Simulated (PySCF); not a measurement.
BSi₂PNH₉: geometry relaxation (part 1 of 2)

System: BSi₂PNH₉, SMILES BN([SiH3])[SiH2]P.
Method: PBE0-D3(BJ)/def2-SVP geometry optimisation, gas phase (PySCF 2.14.0).

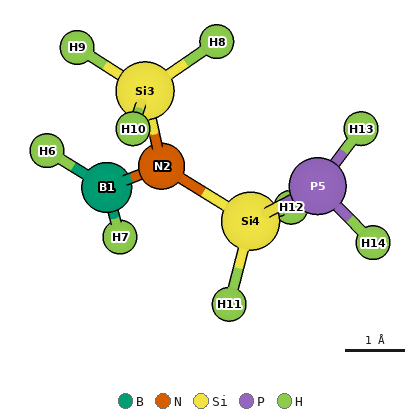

**Figure 1.** The structure as given in the input (ball-and-stick view, seen at a tilt; atoms are numbered from 1 in the order of the input). Bond lengths as drawn: B–H 1.15 to 1.20 Å, B–N 1.40 Å, H–P 1.36 to 1.38 Å, H–Si 1.44 to 1.49 Å, N–Si 1.77 to 1.79 Å and P–Si 2.21 Å.

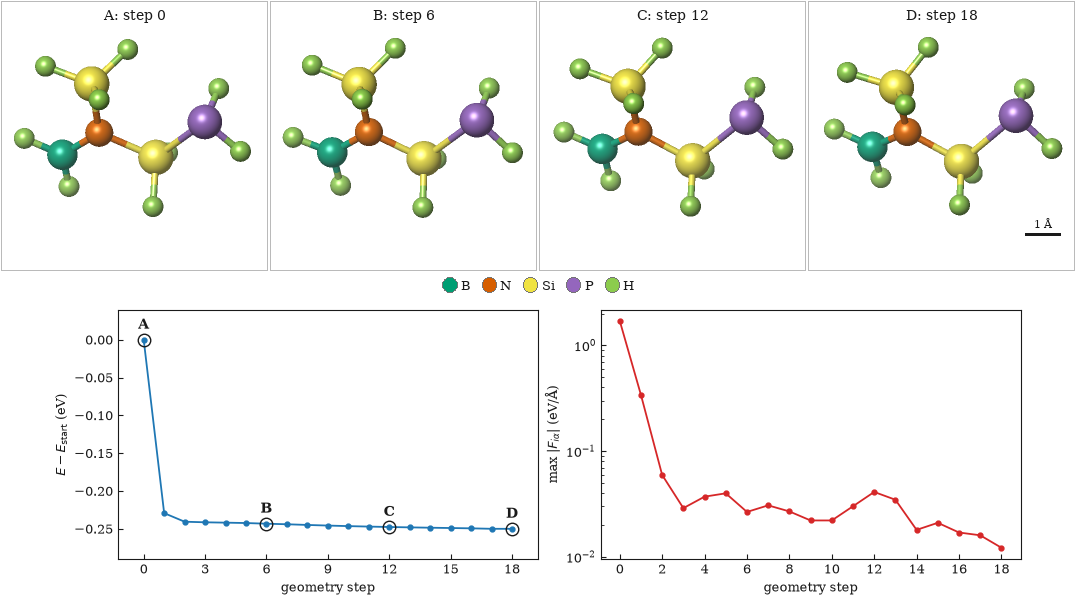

**Figure 2.** Frames of the relaxation (ball-and-stick view, seen at a tilt) above the curves, on which the letters mark them (steps are counted from 0).

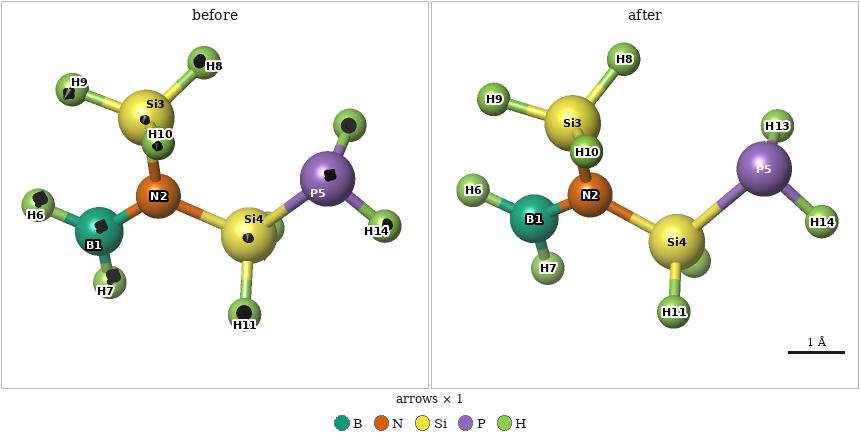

**Figure 3.** Before (left) and after (right) the relaxation, at one scale (ball-and-stick view, seen at a tilt). The black arrows give the displacements, at true length. After 18 geometry steps the energy has fallen by 0.250 eV. Largest force component: 1.7 eV/Å at the start, 0.012 eV/Å at the end. The atom that moves furthest after the best rigid fit is H12 (0.62 Å). By element the largest moves are H 0.62 Å, B 0.32 Å, P 0.30 Å, Si 0.22 Å, N 0.04 Å. Among the contacts that change: B1–H7 1.147 → 1.214 Å, P5–H14 1.364 → 1.429 Å, Si4–P5 2.208 → 2.268 Å, Si3–H9 1.437 → 1.488 Å. Among the angles that change: N2–Si4–H11 107.3° → 110.4°, N2–B1–H6 117.6° → 120.4°, H8–Si3–H10 110.6° → 108.4°. (Atoms are counted from 1 in the order of the input.)

These pictures come from the run below.

Input file:
```
{"job": {"xc": "PBE0", "basis": "def2-SVP", "d3": "d3bj", "grid": 1, "shake": 0.01, "kind": "geom"}, "charge": 0, "multiplicity": 1}
B     -1.710010    -1.313050     0.092040
N     -0.736640    -0.320040     0.271100
Si    -1.132060     1.367270     0.625250
Si     0.975140    -0.835580     0.171090
P      2.263720     0.856920     0.761220
H     -2.862240    -0.978720     0.146490
H     -1.404170    -2.396320    -0.128770
H     -0.304940     2.201870    -0.288960
H     -2.539120     1.561550     0.408790
H     -0.762950     1.619260     2.042770
H      1.161450    -1.926310     1.145380
H      1.201190    -1.310870    -1.187310
H      2.439480     1.350840    -0.520660
H      3.403990     0.108100     0.733830
```

The first line tells a small driver script what to run in PySCF; the rest is the geometry in Å.

Launch command:
```bash
OMP_NUM_THREADS=1 python <driver script> task.json out
```

Log:
```
step   0  E = -1004.57887011  max force = 0.033189
step   1  E = -1004.58729337  max force = 0.006608
step   2  E = -1004.58771046  max force = 0.001156
step   3  E = -1004.58773844  max force = 0.000561
step   4  E = -1004.58775601  max force = 0.000722
step   5  E = -1004.58777447  max force = 0.000776
step   6  E = -1004.58780715  max force = 0.000517
step   7  E = -1004.58783395  max force = 0.000597
step   8  E = -1004.58786761  max force = 0.000523
step   9  E = -1004.58789737  max force = 0.000430
step  10  E = -1004.58792398  max force = 0.000430
step  11  E = -1004.58794686  max force = 0.000585
step  12  E = -1004.58796740  max force = 0.000800
step  13  E = -1004.58798526  max force = 0.000675
step  14  E = -1004.58800156  max force = 0.000350
step  15  E = -1004.58801690  max force = 0.000408
step  16  E = -1004.58803216  max force = 0.000331
step  17  E = -1004.58805445  max force = 0.000311
step  18  E = -1004.58805610  max force = 0.000237
optimisation converged
```

Trajectory as extended XYZ (Å, eV, eV/Å), 19 frames, from step=0 to step=18:
```
14
Properties=species:S:1:pos:R:3:forces:R:3 step=0 energy=-27335.98342
B    -1.7100   -1.3131    0.0920   -0.5489   1.6423   0.1995
N    -0.7366   -0.3200    0.2711    0.6460   0.1727   0.0057
Si   -1.1321    1.3673    0.6252    0.9368  -0.5624   0.2082
Si    0.9751   -0.8356    0.1711   -1.0806  -0.1803   0.1773
P     2.2637    0.8569    0.7612   -0.8415   1.0915   1.0984
H    -2.8622   -0.9787    0.1465   -0.3408  -0.0986   0.0212
H    -1.4042   -2.3963   -0.1288    0.4747  -1.7067  -0.2996
H    -0.3049    2.2019   -0.2890   -0.0133   0.2198   0.0103
H    -2.5391    1.5615    0.4088   -1.0256   0.2272  -0.1821
H    -0.7630    1.6193    2.0428   -0.0230   0.2563   0.0795
H     1.1615   -1.9263    1.1454    0.1988  -0.2530   0.1927
H     1.2012   -1.3109   -1.1873    0.2400  -0.2835  -0.6203
H     2.4395    1.3508   -0.5207    0.0861   0.3690  -0.8997
H     3.4040    0.1081    0.7338    1.2912  -0.8943   0.0090
14
Properties=species:S:1:pos:R:3:forces:R:3 step=1 energy=-27336.21263
B    -1.8574   -1.1445    0.0214    0.0531  -0.3398  -0.0547
N    -0.8549   -0.1737    0.2325    0.1022   0.0252   0.0468
Si   -1.2806    1.4909    0.6663   -0.0907   0.1955  -0.0409
Si    0.8296   -0.7400    0.1021    0.0159  -0.0123  -0.0504
P     2.1889    0.9839    0.6843    0.2698  -0.0794  -0.1792
H    -3.0307   -0.8616    0.0876   -0.0346   0.0530   0.0164
H    -1.5327   -2.2997   -0.2273   -0.0137   0.2267   0.0189
H    -0.4961    2.4424   -0.1796    0.0018  -0.0386  -0.0263
H    -2.7409    1.6984    0.4249    0.1034  -0.0788  -0.0055
H    -0.9661    1.8038    2.0906    0.0082  -0.0959   0.0249
H     1.0932   -1.8401    1.0763   -0.0527   0.0270   0.0139
H     1.0954   -1.2532   -1.2789   -0.0638   0.0486   0.0730
H     2.3498    1.4799   -0.6555   -0.0125  -0.0883   0.1911
H     3.3747    0.1596    0.6440   -0.2864   0.1571  -0.0278
14
Properties=species:S:1:pos:R:3:forces:R:3 step=2 energy=-27336.22398
B    -1.8457   -1.1465    0.0194   -0.0255  -0.0425  -0.0442
N    -0.8532   -0.1659    0.2384    0.0349  -0.0068   0.0180
Si   -1.2803    1.4979    0.6691   -0.0326   0.0517   0.0077
Si    0.8262   -0.7313    0.1125    0.0082  -0.0094  -0.0089
P     2.1971    0.9883    0.6735    0.0526  -0.0259  -0.0131
H    -3.0206   -0.8625    0.0892   -0.0073  -0.0078   0.0100
H    -1.5100   -2.2859   -0.2482    0.0069   0.0595   0.0160
H    -0.4888    2.4463   -0.1730   -0.0023  -0.0154  -0.0028
H    -2.7351    1.6860    0.4142    0.0073  -0.0074  -0.0059
H    -0.9747    1.7811    2.1018    0.0022  -0.0203   0.0034
H     1.0742   -1.8242    1.0972   -0.0002   0.0101   0.0177
H     1.0736   -1.2520   -1.2634    0.0015   0.0036  -0.0026
H     2.3535    1.4647   -0.6639   -0.0061  -0.0095   0.0118
H     3.3559    0.1500    0.6220   -0.0396   0.0200  -0.0070
14
Properties=species:S:1:pos:R:3:forces:R:3 step=3 energy=-27336.22474
B    -1.8439   -1.1390    0.0143    0.0191  -0.0289  -0.0110
N    -0.8521   -0.1588    0.2417   -0.0215   0.0244   0.0056
Si   -1.2879    1.5025    0.6747    0.0055  -0.0030   0.0124
Si    0.8268   -0.7275    0.1186   -0.0204  -0.0116  -0.0033
P     2.2118    0.9852    0.6630   -0.0198   0.0087   0.0199
H    -3.0228   -0.8706    0.0860    0.0174   0.0260   0.0034
H    -1.4958   -2.2706   -0.2567   -0.0005  -0.0221  -0.0090
H    -0.4920    2.4531   -0.1594    0.0009   0.0034   0.0018
H    -2.7406    1.6831    0.4079   -0.0067   0.0070  -0.0016
H    -0.9928    1.7726    2.1122    0.0000   0.0047   0.0003
H     1.0709   -1.8135    1.1121    0.0040   0.0078   0.0099
H     1.0698   -1.2561   -1.2547    0.0054  -0.0059  -0.0043
H     2.3625    1.4494   -0.6776   -0.0033   0.0084  -0.0191
H     3.3583    0.1361    0.6067    0.0198  -0.0190  -0.0052
14
Properties=species:S:1:pos:R:3:forces:R:3 step=4 energy=-27336.22522
B    -1.8410   -1.1390    0.0086   -0.0086   0.0371   0.0074
N    -0.8523   -0.1575    0.2440    0.0088   0.0067  -0.0050
Si   -1.2900    1.5033    0.6801    0.0099  -0.0283   0.0084
Si    0.8263   -0.7276    0.1238   -0.0120  -0.0040  -0.0037
P     2.2153    0.9856    0.6548   -0.0224   0.0134   0.0154
H    -3.0174   -0.8615    0.0812   -0.0027  -0.0110  -0.0070
H    -1.4948   -2.2696   -0.2673    0.0034  -0.0202  -0.0072
H    -0.4887    2.4552   -0.1471    0.0014   0.0054   0.0021
H    -2.7411    1.6859    0.4055   -0.0048   0.0064   0.0009
H    -1.0019    1.7669    2.1202   -0.0002   0.0080  -0.0011
H     1.0709   -1.8062    1.1254    0.0028   0.0053   0.0047
H     1.0689   -1.2639   -1.2468    0.0022  -0.0094   0.0027
H     2.3596    1.4422   -0.6895   -0.0024   0.0081  -0.0126
H     3.3583    0.1321    0.5961    0.0246  -0.0174  -0.0049
14
Properties=species:S:1:pos:R:3:forces:R:3 step=5 energy=-27336.22572
B    -1.8403   -1.1373    0.0016   -0.0073   0.0399  -0.0057
N    -0.8532   -0.1564    0.2466    0.0035   0.0000  -0.0059
Si   -1.2879    1.5039    0.6874    0.0044  -0.0240   0.0049
Si    0.8242   -0.7295    0.1305    0.0050   0.0004  -0.0045
P     2.2151    0.9872    0.6445   -0.0016   0.0030   0.0012
H    -3.0172   -0.8607    0.0681   -0.0062  -0.0104  -0.0015
H    -1.4917   -2.2663   -0.2802    0.0000  -0.0095   0.0012
H    -0.4790    2.4568   -0.1313   -0.0010   0.0020   0.0010
H    -2.7370    1.6942    0.4060   -0.0012   0.0000   0.0019
H    -1.0063    1.7617    2.1299    0.0001   0.0041  -0.0010
H     1.0701   -1.7983    1.1423    0.0011   0.0030   0.0026
H     1.0666   -1.2777   -1.2356   -0.0016  -0.0102   0.0076
H     2.3509    1.4364   -0.7040   -0.0028   0.0029   0.0025
H     3.3580    0.1317    0.5830    0.0076  -0.0012  -0.0043
14
Properties=species:S:1:pos:R:3:forces:R:3 step=6 energy=-27336.22661
B    -1.8402   -1.1260   -0.0195    0.0000   0.0094  -0.0133
N    -0.8514   -0.1536    0.2517   -0.0041  -0.0192  -0.0176
Si   -1.2853    1.5023    0.7069   -0.0006   0.0070   0.0014
Si    0.8235   -0.7353    0.1485    0.0266   0.0194   0.0039
P     2.2201    0.9906    0.6152    0.0253  -0.0205  -0.0183
H    -3.0165   -0.8450    0.0347   -0.0080  -0.0089   0.0010
H    -1.4929   -2.2538   -0.3127   -0.0081   0.0155   0.0092
H    -0.4614    2.4624   -0.0881   -0.0035  -0.0009  -0.0015
H    -2.7297    1.7044    0.4076    0.0065  -0.0077   0.0053
H    -1.0228    1.7434    2.1560    0.0029  -0.0026   0.0007
H     1.0711   -1.7757    1.1894   -0.0036  -0.0022   0.0000
H     1.0637   -1.3198   -1.2027   -0.0087  -0.0112   0.0104
H     2.3314    1.4202   -0.7430   -0.0035  -0.0031   0.0211
H     3.3625    0.1318    0.5449   -0.0211   0.0251  -0.0022
14
Properties=species:S:1:pos:R:3:forces:R:3 step=7 energy=-27336.22734
B    -1.8404   -1.1153   -0.0411    0.0047  -0.0070  -0.0098
N    -0.8496   -0.1517    0.2538   -0.0109  -0.0259  -0.0267
Si   -1.2810    1.5004    0.7241   -0.0038   0.0197   0.0040
Si    0.8236   -0.7407    0.1659    0.0307   0.0255   0.0138
P     2.2231    0.9945    0.5881    0.0247  -0.0274  -0.0178
H    -3.0164   -0.8309    0.0020   -0.0042   0.0000   0.0024
H    -1.4952   -2.2418   -0.3426   -0.0088   0.0204   0.0086
H    -0.4471    2.4676   -0.0515   -0.0049  -0.0030  -0.0039
H    -2.7218    1.7116    0.4146    0.0045  -0.0094   0.0057
H    -1.0306    1.7238    2.1782    0.0052  -0.0047  -0.0003
H     1.0706   -1.7530    1.2345   -0.0037  -0.0035  -0.0006
H     1.0605   -1.3626   -1.1687   -0.0073  -0.0088   0.0071
H     2.3100    1.4067   -0.7772   -0.0033  -0.0019   0.0181
H     3.3664    0.1373    0.5089   -0.0227   0.0261  -0.0004
```
